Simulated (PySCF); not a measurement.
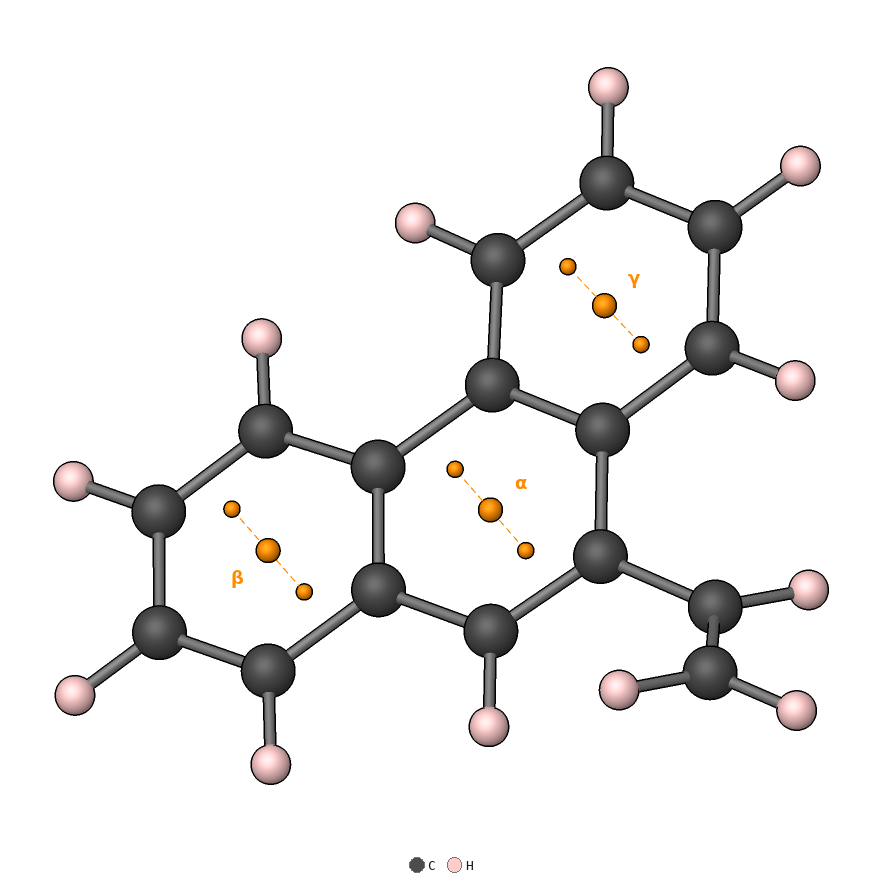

The small points mark where nucleus-independent chemical shifts (NICS) were computed: at the centre of each lettered ring and 1 Å above and below it. The geometry was computed by an optimisation with GFN2-xTB. No frequency run is at hand to confirm it as a minimum. Method: GIAO KT3/pcSseg-1 NMR shielding, non-relativistic, gas phase (PySCF 2.14.0).

Give NICS(0), NICS(1) and the out-of-plane component NICS(1)zz for each ring (means of the two sides).

```json
{"ring": "α", "members": "C6", "NICS(0)": "−5.7", "NICS(1)": "−8.8", "NICS(1)zz": "−19.0"}
{"ring": "β", "members": "C6", "NICS(0)": "−8.7", "NICS(1)": "−11.2", "NICS(1)zz": "−27.6"}
{"ring": "γ", "members": "C6", "NICS(0)": "−8.9", "NICS(1)": "−11.4", "NICS(1)zz": "−28.4"}
```

Values in ppm.

> What do the values say about the ring currents?

Ring α: diatropic, as in an aromatic ring. Ring β: diatropic, as in an aromatic ring. Ring γ: diatropic, as in an aromatic ring. NICS is one index among several.
